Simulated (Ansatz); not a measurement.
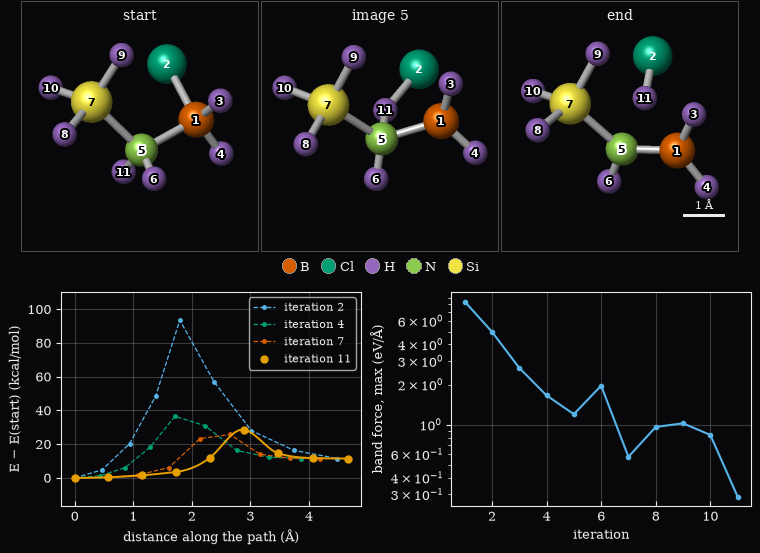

A nudged-elastic-band calculation for BSiNH7Cl. Images are numbered from 0 (start) to 8 (end). The plot follows the band through its iterations. A ball-and-stick model, seen at a tilt.

Level of theory: RKS B3LYP-D4/def2-SVP (Ansatz). Set-up: 7 movable images; climbing image; force threshold 0.5 eV/Å; iteration limit 60; starting path through a guess of the saddle point.

Question: How did the profile develop, and is the result final?

Answer: The run met only a loose threshold, so the barrier can't be trusted yet. The band converged in 11 iterations. The largest component of the band force went from 8.4 to 0.29 eV/Å. The climbing image converged on the top of the path. Its curvatures weren't checked. The force threshold is so loose that the height of the top is at best an upper bound. The first iteration put the highest image at 163.7 kcal/mol. Forward barrier 28.6 kcal/mol, backward barrier 17.1 kcal/mol, with image 5 at the top; the reaction energy is +11.5 kcal/mol.

Cost: 2.8 min on 2 threads of Arm Neoverse V2, with other jobs on the host, peak memory 0.22 GiB.
